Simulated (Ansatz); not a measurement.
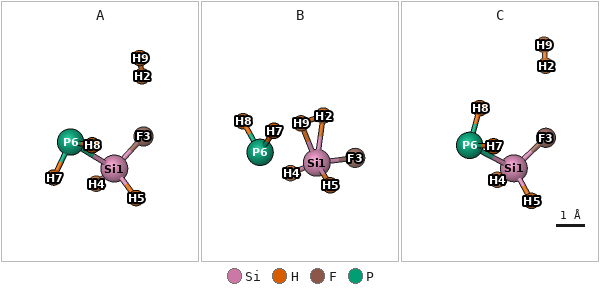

3 geometries from a converged minimum-energy path of SiPH₆F, made up at the start of SiH3F and PH3, shuffled. A ball-and-stick model, seen at a tilt.

Level of theory: Ansatz 0.2.0, RKS PBE/def2-SVP. Set-up: 5 movable images; climbing image; force threshold 0.05 eV/Å; iteration limit 60; starting path through a guess of the saddle point.

### Which frame is the top of the path?

B. In order along the path, whose images run from 0 to 6: B (image 3, +2.05 eV), C (image 5, −0.01 eV), A (image 6, 0.00 eV). Breaking: P6–H9 (1.44 → 1.98 at the top → 3.99 Å), Si1–H2 (1.50 → 1.75 at the top → 3.55 Å). Forming: H2–H9 (3.01 → 0.98 at the top → 0.77 Å), Si1–P6 (4.05 → 2.53 at the top → 2.27 Å).

Limits of the set-up: the start holds two separate molecules, 3.0 Å apart at their closest, whose relative position is a soft coordinate and is computed without a dispersion correction.
